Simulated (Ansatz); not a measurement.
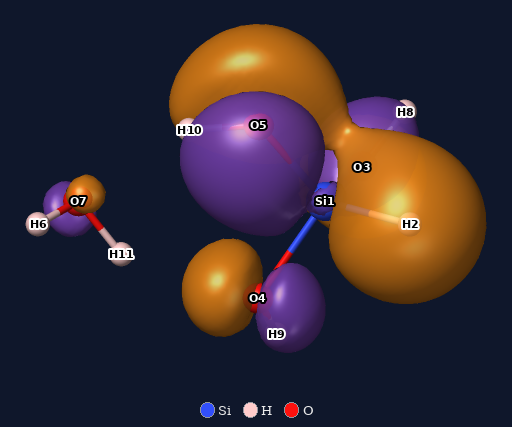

The picture shows: H4O3Si···H2O. The HOMO at ±0.08 Å⁻³ᐟ² (orange and purple are the two phases), seen at a tilt.

The reactant side of a reaction path; geometry: PBE0-D4/def2-TZVP; a saddle point, not a minimum.

All numbers below come from RKS PBE0-D4/def2-TZVPP in Ansatz.

```xyz
11

Si    0.7420   -0.4006    0.6769
H     1.8864   -0.0857    1.5555
O     0.2390   -1.9367    0.9490
O    -0.5899    0.5179    1.0249
O     1.1903   -0.0612   -0.8387
H    -1.1651    2.0080   -1.9969
O    -1.1754    1.0920   -1.7109
H     0.8677   -2.6496    0.8319
H    -1.1825    0.1493    1.6831
H     0.4790    0.2537   -1.4263
H    -1.2915    1.1129   -0.7485
```

What is the character of this orbital?

Answer. By Hirshfeld shares it lies mainly on O5 (about 45 %), O3 (about 15 %), Si1 (about 15 %) and H2 (about 15 %). Its energy is −8.94 eV.
